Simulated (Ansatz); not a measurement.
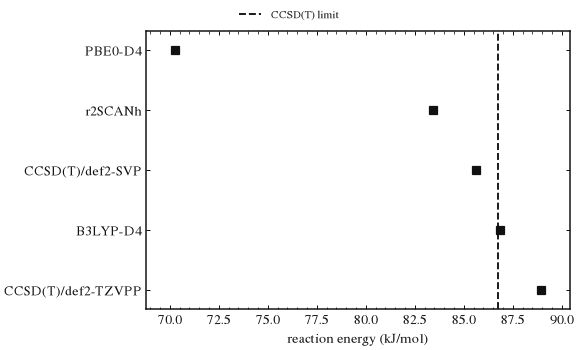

Electronic reaction energy of GaSiH₅O ([SiH3][O][GaH2]) + Si₂H₄S ([SiH2]1[SiH2]S1) → Si₃H₆S ([SiH3][SiH]1[SiH2]S1) + GaH₃O ([OH][GaH2]) (SMILES in brackets) at several levels (functionals in def2-TZVPP unless a basis is named), isolated molecules at PBE0-D4 triple-zeta geometries, minima by their frequencies, no zero-point or thermal terms, the Ansatz code 0.2.0. The line is frozen-core CCSD(T) at the basis limit (MP2 extrapolated from triple and quadruple zeta, plus CCSD(T) less MP2 in a smaller set). No dispersion term is added to r2SCANh. The distance of CCSD(T)/def2-SVP and CCSD(T)/def2-TZVPP to the limit includes basis error.

Which level comes closest to the line (CCSD(T) limit), and which misses most?

Closest B3LYP-D4 (86.9 kJ/mol), against 86.8 kJ/mol; farthest PBE0-D4 (70.3 kJ/mol).

Give the values.

| level | kJ/mol | less CCSD(T) limit |
| --- | --- | --- |
| PBE0-D4 | 70.3 | −16.5 |
| r2SCANh | 83.4 | −3.3 |
| CCSD(T)/def2-SVP | 85.6 | −1.1 |
| B3LYP-D4 | 86.9 | 0.1 |
| CCSD(T)/def2-TZVPP | 88.9 | 2.2 |
| CCSD(T) limit | 86.8 | 0.0 |

Note: no scalar relativity up to krypton; outer-core shells are correlated without core-valence functions, which makes the correlated values less sure.
